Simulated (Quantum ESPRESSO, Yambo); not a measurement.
# Excitons of GaP (F-43m): kernels and approximations, part 2 of 4

Wanted: excitons and ε₂ of GaP (F-43m), with cost.

Quantum ESPRESSO 7.5 and Yambo 5.3.0; PBE and many-body steps on it, plane waves. Known limits of the many-body steps: not at the basis limit; no spin-orbit coupling; coarse k mesh; bindings not settled in the k mesh.

So far. Step 4 (Screening and self-energy, 4×4×4 mesh, 104 bands …): The gap on the mesh goes from 1.65 eV to 2.25 eV, a correction of +0.60 eV. Step 5 (Empty states on the mesh, 4×4×4 mesh, 22 bands): On this mesh the gap is 1.653 eV.

### Step 7. Excitons

Light makes an electron and a hole together. The Bethe-Salpeter equation adds their screened attraction and their exchange, in a window of bands around the gap.

This step: Bethe-Salpeter equation on PBE with a scissors shift, plane waves, norm-conserving pseudopotentials.

File bse3.in:

```
optics
bss
bse
em1s
dipoles
rim_cut
RandQpts= 1000000
RandGvec= 1 RL
Chimod= "HARTREE"
BSKmod= "SEX"
BSEmod= "resonant"
BSSmod= "d"
BSENGexx= 20 Ry
BSENGBlk= 4 Ry
% BSEQptR
 1 | 1 |
%
% BSEBands
 11 | 17 |
%
% BEnRange
 0 | 5 | eV
%
% BDmRange
 0.1 | 0.1 | eV
%
BEnSteps= 101
% BLongDir
 1 | 0 | 0 |
%
% BndsRnXs
 5 | 22 |
%
NGsBlkXs= 4 Ry
% LongDrXs
 1 | 1 | 1 |
%
% KfnQP_E
 0.884 | 1.0 | 1.0 |
%
WRbsWF
FFTGvecs= 47 Ry
```

The run is started by

```bash
$ OMP_NUM_THREADS=1 mpirun -n 4 yambo -F bse3.in -J bse3 -C bse3 > bse3.log
```

Output:

```text
 Yambo, version 5.3.0

 [02] CORE Variables Setup
 =========================

  [... cell, symmetries and grids as in the set-up ...]

  [02.05] Energies & Occupations
  ==============================

  [X] === General ===
  [X] Electronic Temperature                        :  0.000000  0.000000 [eV K]
  [X] Bosonic    Temperature                        :  0.000000  0.000000 [eV K]
  [X] Finite Temperature mode                       : no
  [X] El. density                                   :  0.64228E+24 [cm-3]
  [X] Fermi Level                                   :  8.204635 [eV]

  [X] === Gaps and Widths ===
  [X] Conduction Band Min                           :  1.653055 [eV]
  [X] Valence Band Max                              :  0.000000 [eV]
  [X] Filled Bands                                  :  13
  [X] Empty Bands                                   :  14  22
  [X] Direct Gap                                    :  1.817539 [eV]
  [X] Direct Gap localized at k                     :  1
  [X] Indirect Gap                                  :  1.653055 [eV]
  [X] Indirect Gap between kpts                     :   1   7
  [X] Last valence band width                       :  3.419268 [eV]
  [X] 1st conduction band width                     :  3.048653 [eV]

 [03] Transferred momenta grid and indexing
 ==========================================

 [BZ sampling] Q-grid is User defined and/or read from the database

 IBZ Q-points                                      :   8
 BZ  Q-points                                      :   64

 K/Q-points units:
 rlu = crystal or reduced units; cc = cartesian coordinates; iku = interal k-units

 Q [1]          [rlu]:  0.000000  0.000000  0.000000
 Q [2]          [rlu]: -0.25926E-17 -0.25926E-17  0.25000
 Q [3]          [rlu]:  0.51853E-17  0.51853E-17 -0.50000
 Q [4]          [rlu]:  0.17252E-17  0.25000      0.25000
 Q [5]          [rlu]:  0.64517E-16  0.25000      0.50000
 Q [6]          [rlu]:  0.51853E-17  0.25000     -0.25000
 Q [7]          [rlu]: -0.34504E-17 -0.50000     -0.50000
 Q [8]          [rlu]:  0.250000 -0.500000 -0.250000

  [03.01] X + BSE indexes
  =======================

   [03.01.01] Sigma indexes
   ========================

 [04] Coloumb potential Random Integration (RIM)
 ===============================================

  [04.01] RIM initialization
  ==========================

  * Diagonal components only detected *

  8 x (sBL volume)        :  0.113502 [a.u.]
  sBZ random points       :  1000000
  Points outside the sBZ  :   7987327
  RL volume               :  0.908017 [a.u.]
  Integrated volume       :  0.909458 [a.u.]

  [04.02] RIM integrals
  =====================

  Gamma point sphere radius             :  0.087825 [a.u.]
  Points outside the sphere             :   799513
  [Int_sBZ(q=0) 1/q^2]*(Vol_sBZ)^(-1/3) =:  7.764325
                                 should be <:  7.795600

  Summary of Coulomb integrals for non-metallic bands |Q|[au] RIM/Bare

  Q [1] 0.100000E-4 0.995988 * Q [2] 0.264147 1.066458
  Q [4] 0.305010 1.065091 * Q [6] 0.431350 1.027253
  Q [5] 0.505803 1.020682 * Q [3] 0.528294 1.017918
  Q [7] 0.610021 1.014689 * Q [8] 0.682024 1.011759

 [05] External/Internal QP corrections
 =====================================

 [QP_apply] Action to be applied: USER defined scissor

  [05.01]  QP corrections report
  ==============================

  [K+QP] === General ===
  [K+QP] Electronic Temperature                     :  0.000000  0.000000 [eV K]
  [K+QP] Bosonic    Temperature                     :  0.000000  0.000000 [eV K]
  [K+QP] Finite Temperature mode                    : no
  [K+QP] El. density                                :  0.64228E+24 [cm-3]
  [K+QP] Fermi Level                                :  0.000000 [eV]

  [K+QP] === Gaps and Widths ===
  [K+QP] Conduction Band Min                        :  2.537055 [eV]
  [K+QP] Valence Band Max                           :  0.000000 [eV]
  [K+QP] Filled Bands                               :  13
[...]
[K+QP] Direct Gap localized at k                  :  1
  [K+QP] Indirect Gap                               :  2.537055 [eV]
  [K+QP] Indirect Gap between kpts                  :   1   7
  [K+QP] Last valence band width                    :  3.419268 [eV]
  [K+QP] 1st conduction band width                  :  3.048653 [eV]

  [coarse-grid] Minimum Bare Gap        [ev]:  1.653055
  [coarse-grid] Minimum Gap Correction  [ev]:  0.884000

  Eqp @ K [1]
  -143.3917  -94.1165  -94.1165  -94.1165  -14.5396  -14.5396  -14.5396  -14.4426
   -14.4426     -12.4929    -0.231123E-5 -0.203746E-5   0.00000      2.70154      4.77063      4.77063
    4.77063   9.69841  10.61156  10.61157  13.33406  13.33407
  Eqp @ K [2]
  -143.3917  -94.1164  -94.1164  -94.1164  -14.5838  -14.5249  -14.5249  -14.4408
  -14.44077 -11.71681  -3.87592  -0.66219  -0.66219   3.03740   5.62522   5.62522
    7.22822   9.82892   9.82892  10.81419  13.97685  17.07330
  Eqp @ K [3]
  -143.3917  -94.1165  -94.1165  -94.1165  -14.6220  -14.5151  -14.5151  -14.4345
  -14.43453 -10.42675  -6.63261  -1.11775  -1.11775   2.55378   5.59971   5.59971
    9.16796  11.76783  12.49930  12.49930  14.46602  14.46603
  Eqp @ K [4]
[...]
7.62684   8.67273  11.55269  13.59076  15.49726  15.49727
  Eqp @ K [5]
[...]
-14.42942 -10.10497  -6.12895  -3.23293  -2.03112   3.34509   5.80983   7.46928
    7.94190  11.71814  12.59143  14.03457  14.59523  15.16762
  [... 2 further k-points ...]
  Eqp @ K [8]
  -143.3917  -94.1165  -94.1165  -94.1165  -14.6386  -14.5010  -14.4804  -14.4569
  -14.43352  -9.43563  -6.54789  -3.57400  -3.41927   5.58571   5.74636   6.98483
    7.03344  12.46983  12.69913  14.54549  14.72694  17.49888

 [06] Dipoles
 ============

  [06.01] Setup: observables and procedures
  =========================================

  [WARNING] [r,Vnl^pseudo] included in position and velocity dipoles.

  [WARNING] In case H contains other non local terms, these are neglected

 [07] Static Dielectric Matrix
 =============================

 [WR./bse3//ndb.em1s]------------------------------------------------------------
  Brillouin Zone Q/K grids (IBZ/BZ)                :    8   64    8   64
  RL vectors                                       :  1471 [WF]
  Coulomb cutoff potential                         : none
  Electronic Temperature                           :  0.000000 [K]
  Bosonic    Temperature                           :  0.000000 [K]
  Static diel. fun.  energies                      : Perdew, Burke & Ernzerhof(X)+Perdew, Burke & Ernzerhof(C)
  wavefunctions                                    : Perdew, Burke & Ernzerhof(X)+Perdew, Burke & Ernzerhof(C)
  Global Gauge                                     : length
  X matrix size                                    :   51
  X band range                                     :   5  22
  X e/h energy range                               : -1.000000 -1.000000 [eV]
  X Time ordering                                  : T
  X Hxc Kernel                                     : HARTREE
  X Drude frequency                                :  0.000000  0.000000
  X poles                                          :  100.0000 [o/o]
  RL vectors in the sum                            :  1471
  [r,Vnl] included                                 : yes
  Field direction                                  :  0.577350E-5  0.577350E-5  0.577350E-5
  BZ energy Double Grid                            : no
  BZ energy DbGd points                            : 0
  BZ Q point size factor                           : -1.000000
  X Optical Averaged directions                    : none

 [08] Bethe Salpeter Equation driver
 ===================================

  [08.01] Bethe Salpeter Equation @q1
  ===================================

   [08.01.01] Transition pre-analysis @q1
   ======================================

   [08.01.02] Transition Groups build-up @q1
   =========================================

   [BSK] Transition groups (total):  16
   [BSK] Size (resonant):   768
   [BSK]         (total):   768
   [BSK] N. of matrices :  1

   [08.01.03] Loading Dipoles @q1
   ==============================

   [08.01.04] Independent Particles properties @q1
   ===============================================

   ==========================================================

   [BSE] Exchange components :   459
   [BSE] Correlation components :   51  229

    [08.01.05.01] Screened interaction header I/O
    =============================================

    [08.01.05.02] Main kernel loop
    ==============================

    [08.01.05.03] Wave-Function Phases
    ==================================

    [BSE] WF phases found       :  43.08036 [o/o]

   [08.01.06] BSE solver(s) @q1
   ============================

   [08.01.07] Diago Solver @q1
   ===========================

 [11] Game Over & Game summary
```

Run time: 6.1 s. Hardware: 4 MPI ranks of Arm Neoverse V2, shared host; peak memory 1.1 GiB; 20 s of CPU time.

This step gave:

| Item | Value |
| --- | --- |
| transitions in the window | 768 |
| direct gap of the transition levels | 2.702 eV |
| lowest state | 2.561 eV |
| first strong exciton (over a fiftieth of the strongest listed) | 2.561 eV |
| binding of the lowest state below the direct gap | 0.1403 eV |
| Coulomb term of one mesh cell | 0.1673 eV |

The binding is 0.84 times the screened Coulomb term of one mesh cell (0.17 eV), so it is not shown settled.

The lowest state lies at 2.561 eV, 0.140 eV under the direct gap.

Lines within 3 meV are set at the lowest of them, and the highest group, which the list may cut short, is left out; lines within 3 meV are set at the lowest of them, and the highest group, which the list may cut short, is left out. Lines of the exciton spectrum (strongest = 100):

```tsv
position (eV)	lines merged	strength, relative
2.561	3	34
3.411	3	100
3.466	3	0.0
3.493	2	0.0
3.580	3	0.0
3.584	5	0.0
```

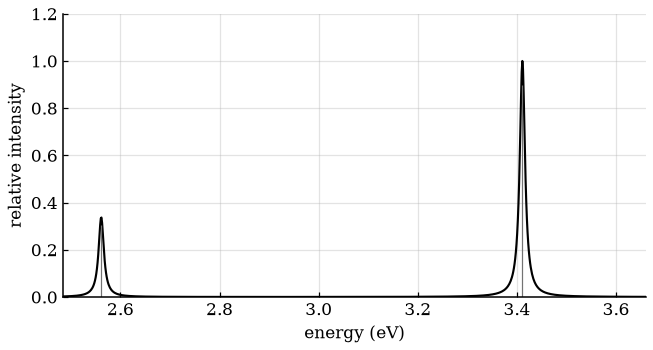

The exciton spectrum, broadened with Lorentzians of width 0.013 eV; bars mark the lines.

The ε₂ has structure finer than the step of the table below, so its rows give means over 0.5 eV, whole bins alone (the curve runs from 0 to 5 eV). Peaks (eV: height): BSE 2.55: 43.7, 3.40: 125, 4.60: 43.5; no electron-hole interaction 2.70: 25.6, 3.70: 97.3, 4.75: 35.8.

Field along x; broadening 0.1 eV; transition window only. Limits: finite bands, cutoff and mesh; no spin-orbit coupling; coarse k mesh; exciton not shown settled in the k mesh. ε₂ against photon energy; means over each step:

```tsv
photon energy (eV)	BSE	no electron-hole interaction
0.5	0.320	0.228
1.0	0.484	0.322
1.5	0.860	0.509
2.0	2.41	1.07
2.5	21.6	9.68
3.0	13.6	7.32
3.5	59.2	38.0
4.0	6.61	18.7
4.5	22.2	12.0
```

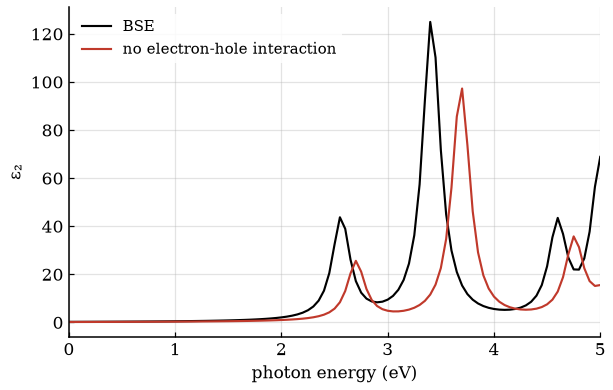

ε₂, plotted against photon energy.

### Step 8. Triplet (no exchange term)

bse4.in, as its differences from bse3.in of step 7:

```diff
@@ -12,3 +12,3 @@
 BSSmod= "d"
-BSENGexx= 20 Ry
+BSENGexx= 1 RL
 BSENGBlk= 4 Ry
```

The run is started by

```bash
$ OMP_NUM_THREADS=1 mpirun -n 4 yambo -F bse4.in -J bse4,bse3_W -C bse4 > bse4.log
```

Output:

```text
 Yambo, version 5.3.0

 [02] CORE Variables Setup
 =========================

  [... cell, symmetries and grids as in the set-up ...]

  [02.05] Energies & Occupations
  ==============================

  [X] === General ===
  [X] Electronic Temperature                        :  0.000000  0.000000 [eV K]
  [X] Bosonic    Temperature                        :  0.000000  0.000000 [eV K]
  [X] Finite Temperature mode                       : no
  [X] El. density                                   :  0.64228E+24 [cm-3]
  [X] Fermi Level                                   :  8.204635 [eV]

  [X] === Gaps and Widths ===
  [X] Conduction Band Min                           :  1.653055 [eV]
  [X] Valence Band Max                              :  0.000000 [eV]
  [X] Filled Bands                                  :  13
  [X] Empty Bands                                   :  14  22
  [X] Direct Gap                                    :  1.817539 [eV]
  [X] Direct Gap localized at k                     :  1
  [X] Indirect Gap                                  :  1.653055 [eV]
  [X] Indirect Gap between kpts                     :   1   7
  [X] Last valence band width                       :  3.419268 [eV]
  [X] 1st conduction band width                     :  3.048653 [eV]

 [03] Transferred momenta grid and indexing
 ==========================================

 IBZ Q-points                                      :   8
 BZ  Q-points                                      :   64

 K/Q-points units:
 rlu = crystal or reduced units; cc = cartesian coordinates; iku = interal k-units

 Q [1]          [rlu]:  0.000000  0.000000  0.000000
 Q [2]          [rlu]: -0.25926E-17 -0.25926E-17  0.25000
 Q [3]          [rlu]:  0.51853E-17  0.51853E-17 -0.50000
[...]
[K+QP] Direct Gap localized at k                  :  1
  [K+QP] Indirect Gap                               :  2.537055 [eV]
  [K+QP] Indirect Gap between kpts                  :   1   7
  [K+QP] Last valence band width                    :  3.419268 [eV]
  [K+QP] 1st conduction band width                  :  3.048653 [eV]

  [coarse-grid] Minimum Bare Gap        [ev]:  1.653055
  [coarse-grid] Minimum Gap Correction  [ev]:  0.884000

  Eqp @ K [1]
  -143.3917  -94.1165  -94.1165  -94.1165  -14.5396  -14.5396  -14.5396  -14.4426
   -14.4426     -12.4929    -0.231123E-5 -0.203746E-5   0.00000      2.70154      4.77063      4.77063
    4.77063   9.69841  10.61156  10.61157  13.33406  13.33407
  Eqp @ K [2]
  -143.3917  -94.1164  -94.1164  -94.1164  -14.5838  -14.5249  -14.5249  -14.4408
[...]
7.22822   9.82892   9.82892  10.81419  13.97685  17.07330
  Eqp @ K [3]
[...]
9.16796  11.76783  12.49930  12.49930  14.46602  14.46603
  Eqp @ K [4]
[...]
7.62684   8.67273  11.55269  13.59076  15.49726  15.49727
  Eqp @ K [5]
[...]
7.94190  11.71814  12.59143  14.03457  14.59523  15.16762
  [... 2 further k-points ...]
  Eqp @ K [8]
  -143.3917  -94.1165  -94.1165  -94.1165  -14.6386  -14.5010  -14.4804  -14.4569
  -14.43352  -9.43563  -6.54789  -3.57400  -3.41927   5.58571   5.74636   6.98483
    7.03344  12.46983  12.69913  14.54549  14.72694  17.49888

 [06] Dipoles
 ============

  [06.01] Setup: observables and procedures
  =========================================

  [WARNING] [r,Vnl^pseudo] included in position and velocity dipoles.

  [WARNING] In case H contains other non local terms, these are neglected

 [07] Static Dielectric Matrix
 =============================

    [08.01.05.02] Main kernel loop
    ==============================

    [08.01.05.03] Wave-Function Phases
    ==================================

    [BSE] WF phases found       :  43.08036 [o/o]

   [08.01.06] BSE solver(s) @q1
   ============================

   [08.01.07] Diago Solver @q1
   ===========================

 [11] Game Over & Game summary
```

Run time: 3.3 s. Hardware: 4 MPI ranks; peak memory 1.1 GiB.

The lowest triplet lies at 2.526 eV; without spin-orbit coupling triplets are dark, so no spectrum is read.

### Step 9. Empty states on the mesh, 6×6×6 mesh, 22 bands

This step: Quantum ESPRESSO 7.5; DFT, PBE, plane waves, norm-conserving pseudopotentials.

File pw.in:

```
&control
  calculation = 'nscf'
  prefix = 'x'
  outdir = 'o'
  pseudo_dir = 'pseudo'
/
&system
  ibrav = 0
  nat = 2
  ntyp = 2
  ecutwfc = 104.0
  nbnd = 22
  force_symmorphic = .true.
/
&electrons
  conv_thr = 1e-9
  electron_maxstep = 80
  diago_full_acc = .true.
  diago_thr_init = 5e-6
/
ATOMIC_SPECIES
  Ga 69.723 Ga.upf
  P 30.974 P.upf
CELL_PARAMETERS angstrom
  0.0000000000 2.7252500000 2.7252500000
  2.7252500000 0.0000000000 2.7252500000
  2.7252500000 2.7252500000 0.0000000000
ATOMIC_POSITIONS crystal
  Ga 0.0000000000 0.0000000000 0.0000000000
  P 0.2500000000 0.2500000000 0.2500000000
K_POINTS automatic
  6 6 6 0 0 0
```

The run is started by

```bash
$ OMP_NUM_THREADS=1 mpirun -n 4 pw.x -nk 4 -in pw.in > pw.out
```

Output:

```text
[banner, memory and clock lines left out]
Program PWSCF v.7.5 starts

     Atomic positions and unit cell read from directory:
     o/x.save/

     Message from routine setup:
     using ibrav=0 with symmetry is DISCOURAGED, use correct ibrav instead

     G-vector sticks info

     bravais-lattice index     =            0
     lattice parameter (alat)  =       7.2832  a.u.
     unit-cell volume          =     273.1780 (a.u.)^3
     number of atoms/cell      =            2
     number of atomic types    =            2
     number of electrons       =        26.00
[...]
-135.1871 -85.9119 -85.9119 -85.9118  -6.3582  -6.3273  -6.3273  -6.2375
    -6.2375  -3.9320   5.8169   7.8340   7.8340  10.6145  12.6393  12.6393
    13.2293  17.1338  17.1338  18.2674  20.0036  22.7222

          k = 0.2357 0.2357-0.2357 (  4879 PWs)   bands (ev):

  -135.1871 -85.9118 -85.9118 -85.9118  -6.3986  -6.3147  -6.3147  -6.2337
    -6.2337  -2.9849   2.9975   7.2984   7.2984  10.1008  13.0159  13.0159
    15.7999  17.8105  17.8105  17.9059  23.0037  24.6660

          k =-0.3536-0.3536 0.3536 (  4910 PWs)   bands (ev):

     [... further k-points ...]

     highest occupied, lowest unoccupied level (ev):     8.2046    9.8577

     XML data file, pseudopotentials, collected wavefunctions
```

It took 2.5 s on 4 MPI ranks; peak memory 0.23 GiB.

This step gave:

| Item | Value |
| --- | --- |
| gap | 1.653 eV |
| k of the valence top | 0, 0, 0 |
| k of the conduction bottom | 0, -0.5, -0.5 |
| least direct gap | 1.818 eV |
| k points computed | 16 |
| lowest point of the top converged band, above the valence top | 12.45 eV |

On this mesh the gap is 1.653 eV.

### Step 10. Conversion and set-up

This step: Yambo 5.3.0; conversion and set-up on PBE, plane waves, norm-conserving pseudopotentials.

The run is started by

```bash
$ (cd o/x.save; p2y > p2y.log; mv SAVE ../..); yambo > setup.log
```

Output:

```text
 Yambo, version 5.3.0

 [02] CORE Variables Setup
 =========================

  [02.01] Unit cells
  ==================

  Cell kind             :  FCC
  Atoms in the cell     :  Ga  P
  number of Ga atoms    :  1
  number of P  atoms    :  1

  List of atomic masses
  Mass of Ga    :  69.72300
  Mass of P     :  30.97400

  List of atomic coordinates    : [cc]
  Ga1       :  0.000000  0.000000  0.000000  order 1
  P1       :  2.574988  2.574988  2.574988  order 2

  Alat factors          :  5.149976  5.149976  5.149976 [a.u.]
  Direct lattice volume :  273.1780 [a.u.]
[...]
Q [ 1]         [rlu]:  0.000000  0.000000  0.000000
 Q [ 2]         [rlu]:  0.25176E-17  0.25176E-17  0.16667
 Q [ 3]         [rlu]:  0.50351E-17  0.50351E-17  0.33333
[...]
Q [ 8]         [rlu]:  0.51853E-17  0.16667     -0.33333
 Q [ 9]         [rlu]: -0.32791E-16  0.16667     -0.16667
 Q [10]         [rlu]:  0.25050E-16  0.33333      0.33333
     [... 4 further rows ...]
 Q [15]         [rlu]:  0.166667  0.333333 -0.333333
 Q [16]         [rlu]:  0.166667 -0.500000 -0.333333

  [03.01] X indexes
  =================

   [03.01.01] Sigma indexes
   ========================

 [06] Game Over & Game summary
```

Wall time 3 s (1 MPI rank); peak memory 0.25 GiB.

(Part 2 of 4 ends here.)

[Paths, hosts, dates, memory and timing lines, banners, echoed tables and standing remarks are left out of the program output.]

[Logs are printed without paths, hosts, clocks, repeated set-up lines and the standing remarks that a program may print on its own settings, such as how far it seeks lower states.]

[Runs of the session that timed out or met a known fault of the program may be left out.]

[Hosts, paths, dates, database ids (printed as entryN), source tags and the programs' standing remarks are cut or masked in the printed files.]
